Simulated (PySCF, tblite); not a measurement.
**C3H2F2O: geometry, infrared bands, NMR shifts and spin-spin couplings**

Wanted: the infrared bands, NMR shifts and spin-spin couplings of C3H2F2O (`FC1=C(F)OC1`), by calculation.

Computed with tblite 0.8.0 and PySCF 2.14.0, with density-fitted response routines of our own, on a single molecule in the gas phase. Atoms count from 0, in the outputs and in this text.

## Step 1: The starting structure

8 atoms, charge 0, multiplicity 1; geometry from: force field or distance geometry start.

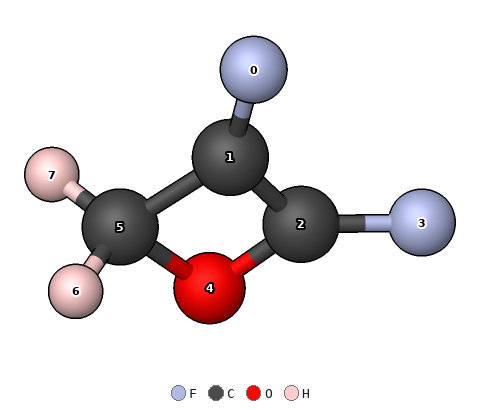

The starting geometry (fluorine light blue, carbon dark grey, oxygen red, hydrogen pink), atoms numbered.

## Step 2: Optimising the geometry with GFN2-xTB

What the job is given:

```
{"job": {"kind": "relax", "xc": "GFN2-xTB", "basis": "xTB"}, "charge": 0, "multiplicity": 1}
F      0.902300     1.866900     0.275500
C      0.386500     0.643800     0.085200
C      0.910000    -0.606000    -0.066400
F      2.166000    -1.049000    -0.118900
O     -0.236800    -1.203600    -0.166900
C     -0.971200     0.034700    -0.016900
H     -1.592800     0.035800     0.878500
H     -1.555000     0.286800    -0.894500
```

Started as:

```
$ OMP_NUM_THREADS=1 python probes_run.py task.json out
```

This one command runs all jobs of the session in turn.

**Question.** This job is followed by: GFN2-xTB harmonic vibrations, gas phase; GIAO PBE0/pcSseg-1 NMR shielding, non-relativistic, gas phase; B3LYP/pcJ-1 indirect spin-spin coupling, non-relativistic, gas phase. What will the session give for the following? strongest single infrared mode (GFN2-xTB); zero-point energy (GFN2-xTB); ¹³C shifts against TMS (PBE0/pcSseg-1); ¹H shifts against TMS (PBE0/pcSseg-1, means over atoms taken as alike); ¹⁹F shifts against CFCl3 (PBE0/pcSseg-1); ¹⁷O shifts against H2O (PBE0/pcSseg-1); largest coupling of the table (B3LYP/pcJ-1).

The runs gave:

| quantity | value |
| --- | --- |
| strongest single infrared mode (GFN2-xTB) | 1256 cm⁻¹, 282 km/mol |
| zero-point energy (GFN2-xTB) | 29.0 kcal/mol |
| ¹³C shifts against TMS (PBE0/pcSseg-1) | 145.9, 119.1, 68.1 ppm |
| ¹H shifts against TMS (PBE0/pcSseg-1, means over atoms taken as alike) | 4.72 ppm |
| ¹⁹F shifts against CFCl3 (PBE0/pcSseg-1) | -92.7, -172.2 ppm |
| ¹⁷O shifts against H2O (PBE0/pcSseg-1) | 105.9 ppm |
| largest coupling of the table (B3LYP/pcJ-1) | ¹J(C,F) C2–F3, -425.2 Hz |

Relaxing lowered the energy by 0.294 eV in 15 steps; the close pair that moved most is C2–O4, from 1.297 to 1.375 Å. All 18 modes are real, so the xTB geometry is a minimum. The strongest single mode, at 1256 cm⁻¹, has its largest shares on C2, C1 and O4 (the list is cut at 3 atoms). GFN2-xTB is a fitted tight-binding method: band positions and strengths are rough. Its intensities can rank the bands wrongly. C2 (alkene carbon bearing oxygen) lies farthest downfield among carbon, at 145.9 ppm; an sp2 carbon further deshielded by the attached heteroatom. At PBE0/pcSseg-1: The widest tensor belongs to F3: span 143 ppm, with a paramagnetic part of -207 ppm. Of the pairs tabulated at B3LYP/pcJ-1, C2–F3 couples most strongly (-425.2 Hz; Fermi contact -394.0 Hz). Density functionals describe couplings to fluorine poorly, F–F couplings above all, so those rows are rough.
